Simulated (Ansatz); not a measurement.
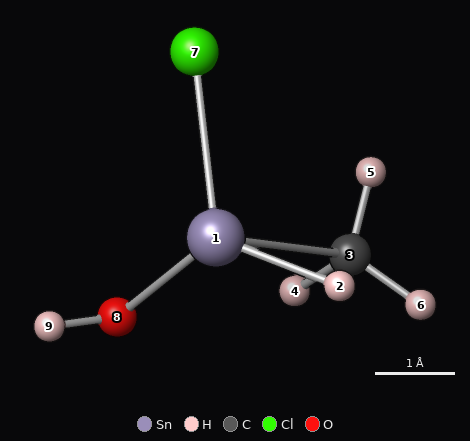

Fig. 1: The input geometry (ball-and-stick view, seen at a tilt; atoms are numbered from 1 in the order of the input). Sticks mark near contacts. Bond lengths as drawn: Cl–Sn 2.41 Å, C–H 1.10 to 1.11 Å, C–Sn 2.46 Å, H–O 0.98 Å, H–Sn 1.71 Å and O–Sn 2.03 Å.

Molecular dynamics, with input and output: CH5ClOSn (part 1 of 3)

System: CH5ClOSn.
Method: RKS BLYP-D4/def2-SVP (Ansatz 0.2.0).

It belongs to a series of runs on one base structure; here: dynamics from the highest image of the converged band. Figures and captions count atoms from 1; the log counts them from 0 in places.

## Input
```yaml
crystal:
  periodic: [false, false, false]
  atoms:
    - { symbol: Sn, position_ang: [-0.316464, 0.027459, 0.718106] }
    - { symbol: H, position_ang: [0.758893, 0.35448, 2.013383] }
    - { symbol: C, position_ang: [2.123465, 0.055607, 0.417256] }
    - { symbol: H, position_ang: [2.133155, -0.885727, -0.167461] }
    - { symbol: H, position_ang: [2.293988, 0.963392, -0.188111] }
    - { symbol: H, position_ang: [2.79794, -0.000748, 1.290366] }
    - { symbol: Cl, position_ang: [-0.649759, 1.709649, -0.973534] }
    - { symbol: O, position_ang: [-0.29221, -1.788907, -0.192096] }
    - { symbol: H, position_ang: [-1.210109, -2.133008, -0.213708] }
basis:
  gaussian: { orbitals: def2-SVP }
hamiltonian:
  xc: blyp
  dispersion: d4
md:
  timestep: 0.5
  n_steps: 200
  ensemble: nve
  temperature: 300.0
  initial_velocities: maxwell_boltzmann
  seed: 9727
```

Run on 2 threads of Arm Neoverse N1, 24 GiB of memory available, shared host.

Launch command:
```bash
ansatz run input.yaml --threads 2 --pin off --max-ram 3072MiB --backend cpu --events-out ev --progress --plain --runs-dir out
```

## The program's output
```
Engine: ansatz 0.2.0, aarch64-unknown-linux-gnu
Functional definition: BLYP
  parameter beta = 0.0042
  parameter a = 0.04918
  parameter b = 0.132
  parameter c = 0.2533
  parameter d = 0.349
  exchange = b88_x(beta = beta)
  correlation = lyp_c(a = a, b = b, c = c, d = d)
1077 factors; their error is unknown
mean field evaluation 1: about -21490.4302 eV, gradient 8.7e1 eV
mean field evaluation 2: about -21342.3275 eV, gradient 2.2e2 eV
mean field evaluation 4: about -21501.4036 eV, gradient 5.2e1 eV
mean field evaluation 8: about -21509.4380 eV, gradient 6.3e-1 eV
mean field evaluation 16: about -21509.4061 eV, gradient 9.2e-4 eV
mean field -21509.40612090 eV, -790.4560953438 hartree, gradient 2.2e-5 eV, S^2 0.000000; 1 other end points of the search recorded, 0 dependent functions left out
the calculation of the forces begins
reference -21509.40644977 eV, -790.4561074298 hartree; 29, 29 occupied and 68, 68 virtual orbitals, 1077 factors
md step     0: t =     0.00 fs  T =   300.0 K  F+E_penalty+E_count = -21509.82584896 eV  E_kin = 0.271446 eV  conserved = -21509.55440296 eV  (48 SCF iters)
these checks for a lower state are left out or cut short: starts, cluster_reference, orbital_swaps, neighbouring_geometries, increment
1077 factors; their error is unknown
mean field evaluation 32: about -21509.4012 eV, gradient 2.0e-5 eV
mean field -21509.40121370 eV, -790.4559150078 hartree, gradient 2.0e-5 eV, S^2 0.000000; 0 other end points of the search recorded, 0 dependent functions left out
the calculation of the forces begins
reference -21509.40154239 eV, -790.4559270870 hartree; 29, 29 occupied and 68, 68 virtual orbitals, 1077 factors
md step     1: t =     0.50 fs  T =   294.5 K  F+E_penalty+E_count = -21509.82083597 eV  E_kin = 0.266504 eV  conserved = -21509.55433234 eV  (32 SCF iters, 3 dispersion substeps)
[... from here on the SCF iterations and repeated set-up lines of each step are left out, up to the last step ...]
md step     2: t =     1.00 fs  T =   279.6 K  F+E_penalty+E_count = -21509.80708730 eV  E_kin = 0.252968 eV  conserved = -21509.55411927 eV  (32 SCF iters, 3 dispersion substeps)
md step     3: t =     1.50 fs  T =   258.8 K  F+E_penalty+E_count = -21509.78795558 eV  E_kin = 0.234130 eV  conserved = -21509.55382539 eV  (32 SCF iters, 3 dispersion substeps)
md step     4: t =     2.00 fs  T =   237.0 K  F+E_penalty+E_count = -21509.76802880 eV  E_kin = 0.214479 eV  conserved = -21509.55354978 eV  (32 SCF iters, 3 dispersion substeps)
md step     5: t =     2.50 fs  T =   219.1 K  F+E_penalty+E_count = -21509.75159915 eV  E_kin = 0.198209 eV  conserved = -21509.55338973 eV  (31 SCF iters, 3 dispersion substeps)
md step     6: t =     3.00 fs  T =   207.5 K  F+E_penalty+E_count = -21509.74118268 eV  E_kin = 0.187791 eV  conserved = -21509.55339218 eV  (32 SCF iters, 3 dispersion substeps)
md step     7: t =     3.50 fs  T =   202.5 K  F+E_penalty+E_count = -21509.73679659 eV  E_kin = 0.183265 eV  conserved = -21509.55353172 eV  (32 SCF iters, 3 dispersion substeps)
md step     8: t =     4.00 fs  T =   201.8 K  F+E_penalty+E_count = -21509.73633184 eV  E_kin = 0.182604 eV  conserved = -21509.55372824 eV  (32 SCF iters, 3 dispersion substeps)
md step     9: t =     4.50 fs  T =   202.1 K  F+E_penalty+E_count = -21509.73676048 eV  E_kin = 0.182868 eV  conserved = -21509.55389213 eV  (32 SCF iters, 3 dispersion substeps)
md step    10: t =     5.00 fs  T =   200.6 K  F+E_penalty+E_count = -21509.73551213 eV  E_kin = 0.181548 eV  conserved = -21509.55396425 eV  (32 SCF iters, 3 dispersion substeps)
md step    11: t =     5.50 fs  T =   196.1 K  F+E_penalty+E_count = -21509.73140541 eV  E_kin = 0.177474 eV  conserved = -21509.55393170 eV  (31 SCF iters, 3 dispersion substeps)
md step    12: t =     6.00 fs  T =   189.1 K  F+E_penalty+E_count = -21509.72487712 eV  E_kin = 0.171057 eV  conserved = -21509.55381978 eV  (32 SCF iters, 3 dispersion substeps)
md step    13: t =     6.50 fs  T =   181.2 K  F+E_penalty+E_count = -21509.71760910 eV  E_kin = 0.163934 eV  conserved = -21509.55367481 eV  (31 SCF iters, 3 dispersion substeps)
md step    14: t =     7.00 fs  T =   174.9 K  F+E_penalty+E_count = -21509.71182000 eV  E_kin = 0.158275 eV  conserved = -21509.55354493 eV  (32 SCF iters, 3 dispersion substeps)
md step    15: t =     7.50 fs  T =   172.4 K  F+E_penalty+E_count = -21509.70950293 eV  E_kin = 0.156034 eV  conserved = -21509.55346889 eV  (32 SCF iters, 3 dispersion substeps)
md step    16: t =     8.00 fs  T =   175.0 K  F+E_penalty+E_count = -21509.71180986 eV  E_kin = 0.158342 eV  conserved = -21509.55346821 eV  (32 SCF iters, 3 dispersion substeps)
md step    17: t =     8.50 fs  T =   182.5 K  F+E_penalty+E_count = -21509.71870900 eV  E_kin = 0.165164 eV  conserved = -21509.55354461 eV  (32 SCF iters, 3 dispersion substeps)
md step    18: t =     9.00 fs  T =   193.7 K  F+E_penalty+E_count = -21509.72895948 eV  E_kin = 0.175278 eV  conserved = -21509.55368136 eV  (32 SCF iters, 3 dispersion substeps)
md step    19: t =     9.50 fs  T =   206.2 K  F+E_penalty+E_count = -21509.74037791 eV  E_kin = 0.186529 eV  conserved = -21509.55384882 eV  (32 SCF iters, 3 dispersion substeps)
md step    20: t =    10.00 fs  T =   217.0 K  F+E_penalty+E_count = -21509.75031702 eV  E_kin = 0.196307 eV  conserved = -21509.55400998 eV  (31 SCF iters, 3 dispersion substeps)
md step    21: t =    10.50 fs  T =   223.4 K  F+E_penalty+E_count = -21509.75626361 eV  E_kin = 0.202138 eV  conserved = -21509.55412556 eV  (32 SCF iters, 3 dispersion substeps)
md step    22: t =    11.00 fs  T =   223.6 K  F+E_penalty+E_count = -21509.75646744 eV  E_kin = 0.202308 eV  conserved = -21509.55415956 eV  (32 SCF iters, 3 dispersion substeps)
md step    23: t =    11.50 fs  T =   217.1 K  F+E_penalty+E_count = -21509.75050243 eV  E_kin = 0.196414 eV  conserved = -21509.55408861 eV  (32 SCF iters, 3 dispersion substeps)
md step    24: t =    12.00 fs  T =   205.2 K  F+E_penalty+E_count = -21509.73960715 eV  E_kin = 0.185691 eV  conserved = -21509.55391591 eV  (31 SCF iters, 3 dispersion substeps)
md step    25: t =    12.50 fs  T =   191.1 K  F+E_penalty+E_count = -21509.72659376 eV  E_kin = 0.172910 eV  conserved = -21509.55368355 eV  (33 SCF iters, 3 dispersion substeps)
md step    26: t =    13.00 fs  T =   178.7 K  F+E_penalty+E_count = -21509.71515767 eV  E_kin = 0.161688 eV  conserved = -21509.55346935 eV  (33 SCF iters, 3 dispersion substeps)
md step    27: t =    13.50 fs  T =   171.6 K  F+E_penalty+E_count = -21509.70866328 eV  E_kin = 0.155305 eV  conserved = -21509.55335826 eV  (32 SCF iters, 3 dispersion substeps)
md step    28: t =    14.00 fs  T =   171.8 K  F+E_penalty+E_count = -21509.70884985 eV  E_kin = 0.155452 eV  conserved = -21509.55339803 eV  (33 SCF iters, 3 dispersion substeps)
md step    29: t =    14.50 fs  T =   178.5 K  F+E_penalty+E_count = -21509.71511511 eV  E_kin = 0.161546 eV  conserved = -21509.55356897 eV  (49 SCF iters, 3 dispersion substeps)
md step    30: t =    15.00 fs  T =   189.0 K  F+E_penalty+E_count = -21509.72481767 eV  E_kin = 0.171025 eV  conserved = -21509.55379240 eV  (33 SCF iters, 3 dispersion substeps)
md step    31: t =    15.50 fs  T =   199.5 K  F+E_penalty+E_count = -21509.73447115 eV  E_kin = 0.180498 eV  conserved = -21509.55397272 eV  (33 SCF iters, 3 dispersion substeps)
md step    32: t =    16.00 fs  T =   206.9 K  F+E_penalty+E_count = -21509.74121142 eV  E_kin = 0.187169 eV  conserved = -21509.55404220 eV  (33 SCF iters, 3 dispersion substeps)
md step    33: t =    16.50 fs  T =   209.9 K  F+E_penalty+E_count = -21509.74386235 eV  E_kin = 0.189880 eV  conserved = -21509.55398254 eV  (33 SCF iters, 3 dispersion substeps)
md step    34: t =    17.00 fs  T =   209.4 K  F+E_penalty+E_count = -21509.74325446 eV  E_kin = 0.189435 eV  conserved = -21509.55381992 eV  (33 SCF iters, 3 dispersion substeps)
md step    35: t =    17.50 fs  T =   208.0 K  F+E_penalty+E_count = -21509.74184892 eV  E_kin = 0.188243 eV  conserved = -21509.55360558 eV  (33 SCF iters, 3 dispersion substeps)
md step    36: t =    18.00 fs  T =   209.5 K  F+E_penalty+E_count = -21509.74295036 eV  E_kin = 0.189555 eV  conserved = -21509.55339563 eV  (32 SCF iters, 3 dispersion substeps)
md step    37: t =    18.50 fs  T =   217.3 K  F+E_penalty+E_count = -21509.74982787 eV  E_kin = 0.196593 eV  conserved = -21509.55323484 eV  (33 SCF iters, 3 dispersion substeps)
md step    38: t =    19.00 fs  T =   234.1 K  F+E_penalty+E_count = -21509.76499788 eV  E_kin = 0.211850 eV  conserved = -21509.55314817 eV  (32 SCF iters, 3 dispersion substeps)
md step    39: t =    19.50 fs  T =   261.6 K  F+E_penalty+E_count = -21509.78981663 eV  E_kin = 0.236679 eV  conserved = -21509.55313750 eV  (32 SCF iters, 3 dispersion substeps)
md step    40: t =    20.00 fs  T =   299.8 K  F+E_penalty+E_count = -21509.82443695 eV  E_kin = 0.271253 eV  conserved = -21509.55318399 eV  (31 SCF iters, 3 dispersion substeps)
md step    41: t =    20.50 fs  T =   348.0 K  F+E_penalty+E_count = -21509.86810506 eV  E_kin = 0.314853 eV  conserved = -21509.55325190 eV  (31 SCF iters, 3 dispersion substeps)
md step    42: t =    21.00 fs  T =   405.0 K  F+E_penalty+E_count = -21509.91973387 eV  E_kin = 0.366440 eV  conserved = -21509.55329373 eV  (31 SCF iters, 3 dispersion substeps)
md step    43: t =    21.50 fs  T =   470.2 K  F+E_penalty+E_count = -21509.97866522 eV  E_kin = 0.425408 eV  conserved = -21509.55325682 eV  (30 SCF iters, 3 dispersion substeps)
md step    44: t =    22.00 fs  T =   544.2 K  F+E_penalty+E_count = -21510.04550256 eV  E_kin = 0.492408 eV  conserved = -21509.55309465 eV  (32 SCF iters, 3 dispersion substeps)
md step    45: t =    22.50 fs  T =   630.0 K  F+E_penalty+E_count = -21510.12282656 eV  E_kin = 0.570043 eV  conserved = -21509.55278342 eV  (32 SCF iters, 3 dispersion substeps)
md step    46: t =    23.00 fs  T =   732.9 K  F+E_penalty+E_count = -21510.21552720 eV  E_kin = 0.663187 eV  conserved = -21509.55234062 eV  (32 SCF iters, 3 dispersion substeps)
md step    47: t =    23.50 fs  T =   860.5 K  F+E_penalty+E_count = -21510.33046961 eV  E_kin = 0.778636 eV  conserved = -21509.55183391 eV  (31 SCF iters, 3 dispersion substeps)
md step    48: t =    24.00 fs  T =  1021.2 K  F+E_penalty+E_count = -21510.47534947 eV  E_kin = 0.923977 eV  conserved = -21509.55137217 eV  (30 SCF iters, 3 dispersion substeps)
md step    49: t =    24.50 fs  T =  1222.1 K  F+E_penalty+E_count = -21510.65688431 eV  E_kin = 1.105800 eV  conserved = -21509.55108467 eV  (32 SCF iters, 3 dispersion substeps)
md step    50: t =    25.00 fs  T =  1468.2 K  F+E_penalty+E_count = -21510.87950725 eV  E_kin = 1.328431 eV  conserved = -21509.55107629 eV  (32 SCF iters, 3 dispersion substeps)
md step    51: t =    25.50 fs  T =  1763.1 K  F+E_penalty+E_count = -21511.14688909 eV  E_kin = 1.595268 eV  conserved = -21509.55162091 eV  (31 SCF iters, 3 dispersion substeps)
md step    52: t =    26.00 fs  T =  2101.2 K  F+E_penalty+E_count = -21511.45461708 eV  E_kin = 1.901201 eV  conserved = -21509.55341588 eV  (29 SCF iters, 3 dispersion substeps)
md step    53: t =    26.50 fs  T =  2454.0 K  F+E_penalty+E_count = -21511.77796918 eV  E_kin = 2.220425 eV  conserved = -21509.55754462 eV  (30 SCF iters, 3 dispersion substeps)
md step    54: t =    27.00 fs  T =  2758.6 K  F+E_penalty+E_count = -21512.06184954 eV  E_kin = 2.496036 eV  conserved = -21509.56581322 eV  (31 SCF iters, 3 dispersion substeps)
md step    55: t =    27.50 fs  T =  2894.7 K  F+E_penalty+E_count = -21512.19874734 eV  E_kin = 2.619191 eV  conserved = -21509.57955673 eV  (29 SCF iters, 3 dispersion substeps)
md step    56: t =    28.00 fs  T =  2684.4 K  F+E_penalty+E_count = -21512.02272094 eV  E_kin = 2.428918 eV  conserved = -21509.59380322 eV  (29 SCF iters, 3 dispersion substeps)
md step    57: t =    28.50 fs  T =  2014.8 K  F+E_penalty+E_count = -21511.40956056 eV  E_kin = 1.823052 eV  conserved = -21509.58650811 eV  (29 SCF iters, 3 dispersion substeps)
md step    58: t =    29.00 fs  T =  1163.5 K  F+E_penalty+E_count = -21510.59147407 eV  E_kin = 1.052790 eV  conserved = -21509.53868410 eV  (30 SCF iters, 3 dispersion substeps)
md step    59: t =    29.50 fs  T =   870.9 K  F+E_penalty+E_count = -21510.29979468 eV  E_kin = 0.787986 eV  conserved = -21509.51180893 eV  (29 SCF iters, 3 dispersion substeps)
md step    60: t =    30.00 fs  T =  1478.3 K  F+E_penalty+E_count = -21510.89375217 eV  E_kin = 1.337551 eV  conserved = -21509.55620129 eV  (31 SCF iters, 3 dispersion substeps)
md step    61: t =    30.50 fs  T =  2400.9 K  F+E_penalty+E_count = -21511.76457392 eV  E_kin = 2.172379 eV  conserved = -21509.59219499 eV  (30 SCF iters, 3 dispersion substeps)
md step    62: t =    31.00 fs  T =  3003.5 K  F+E_penalty+E_count = -21512.30694282 eV  E_kin = 2.717625 eV  conserved = -21509.58931753 eV  (30 SCF iters, 3 dispersion substeps)
md step    63: t =    31.50 fs  T =  3172.0 K  F+E_penalty+E_count = -21512.44457302 eV  E_kin = 2.870104 eV  conserved = -21509.57446870 eV  (30 SCF iters, 3 dispersion substeps)
md step    64: t =    32.00 fs  T =  3060.1 K  F+E_penalty+E_count = -21512.33202554 eV  E_kin = 2.768828 eV  conserved = -21509.56319718 eV  (30 SCF iters, 5 dispersion substeps)
md step    65: t =    32.50 fs  T =  2823.1 K  F+E_penalty+E_count = -21512.11153252 eV  E_kin = 2.554387 eV  conserved = -21509.55714526 eV  (30 SCF iters, 5 dispersion substeps)
md step    66: t =    33.00 fs  T =  2556.0 K  F+E_penalty+E_count = -21511.86710707 eV  E_kin = 2.312729 eV  conserved = -21509.55437771 eV  (30 SCF iters, 5 dispersion substeps)
md step    67: t =    33.50 fs  T =  2316.8 K  F+E_penalty+E_count = -21511.65002674 eV  E_kin = 2.096255 eV  conserved = -21509.55377193 eV  (31 SCF iters, 5 dispersion substeps)
md step    68: t =    34.00 fs  T =  2093.7 K  F+E_penalty+E_count = -21511.44773060 eV  E_kin = 1.894437 eV  conserved = -21509.55329388 eV  (31 SCF iters, 5 dispersion substeps)
md step    69: t =    34.50 fs  T =  1882.3 K  F+E_penalty+E_count = -21511.25620603 eV  E_kin = 1.703121 eV  conserved = -21509.55308533 eV  (31 SCF iters, 5 dispersion substeps)
md step    70: t =    35.00 fs  T =  1696.8 K  F+E_penalty+E_count = -21511.08826402 eV  E_kin = 1.535304 eV  conserved = -21509.55296013 eV  (31 SCF iters, 5 dispersion substeps)
md step    71: t =    35.50 fs  T =  1541.1 K  F+E_penalty+E_count = -21510.94716257 eV  E_kin = 1.394386 eV  conserved = -21509.55277636 eV  (31 SCF iters, 5 dispersion substeps)
md step    72: t =    36.00 fs  T =  1417.8 K  F+E_penalty+E_count = -21510.83539988 eV  E_kin = 1.282811 eV  conserved = -21509.55258857 eV  (31 SCF iters, 5 dispersion substeps)
md step    73: t =    36.50 fs  T =  1329.5 K  F+E_penalty+E_count = -21510.75545521 eV  E_kin = 1.202964 eV  conserved = -21509.55249134 eV  (31 SCF iters, 5 dispersion substeps)
md step    74: t =    37.00 fs  T =  1277.8 K  F+E_penalty+E_count = -21510.70868967 eV  E_kin = 1.156169 eV  conserved = -21509.55252086 eV  (32 SCF iters, 5 dispersion substeps)
md step    75: t =    37.50 fs  T =  1262.4 K  F+E_penalty+E_count = -21510.69486746 eV  E_kin = 1.142251 eV  conserved = -21509.55261680 eV  (33 SCF iters, 5 dispersion substeps)
md step    76: t =    38.00 fs  T =  1282.4 K  F+E_penalty+E_count = -21510.71297757 eV  E_kin = 1.160313 eV  conserved = -21509.55266434 eV  (33 SCF iters, 5 dispersion substeps)
md step    77: t =    38.50 fs  T =  1337.6 K  F+E_penalty+E_count = -21510.76283016 eV  E_kin = 1.210261 eV  conserved = -21509.55256884 eV  (31 SCF iters, 5 dispersion substeps)
md step    78: t =    39.00 fs  T =  1430.2 K  F+E_penalty+E_count = -21510.84640135 eV  E_kin = 1.294098 eV  conserved = -21509.55230328 eV  (31 SCF iters, 5 dispersion substeps)
md step    79: t =    39.50 fs  T =  1565.3 K  F+E_penalty+E_count = -21510.96822251 eV  E_kin = 1.416306 eV  conserved = -21509.55191668 eV  (31 SCF iters, 5 dispersion substeps)
md step    80: t =    40.00 fs  T =  1749.6 K  F+E_penalty+E_count = -21511.13462888 eV  E_kin = 1.583096 eV  conserved = -21509.55153253 eV  (31 SCF iters, 5 dispersion substeps)
md step    81: t =    40.50 fs  T =  1989.5 K  F+E_penalty+E_count = -21511.35154849 eV  E_kin = 1.800144 eV  conserved = -21509.55140483 eV  (31 SCF iters, 5 dispersion substeps)
md step    82: t =    41.00 fs  T =  2281.4 K  F+E_penalty+E_count = -21511.61639949 eV  E_kin = 2.064254 eV  conserved = -21509.55214575 eV  (31 SCF iters, 5 dispersion substeps)
md step    83: t =    41.50 fs  T =  2603.1 K  F+E_penalty+E_count = -21511.90908340 eV  E_kin = 2.355333 eV  conserved = -21509.55375032 eV  (31 SCF iters, 5 dispersion substeps)
md step    84: t =    42.00 fs  T =  2962.2 K  F+E_penalty+E_count = -21512.23870360 eV  E_kin = 2.680285 eV  conserved = -21509.55841869 eV  (31 SCF iters, 5 dispersion substeps)
md step    85: t =    42.50 fs  T =  3279.7 K  F+E_penalty+E_count = -21512.53568990 eV  E_kin = 2.967580 eV  conserved = -21509.56810988 eV  (31 SCF iters, 5 dispersion substeps)
```
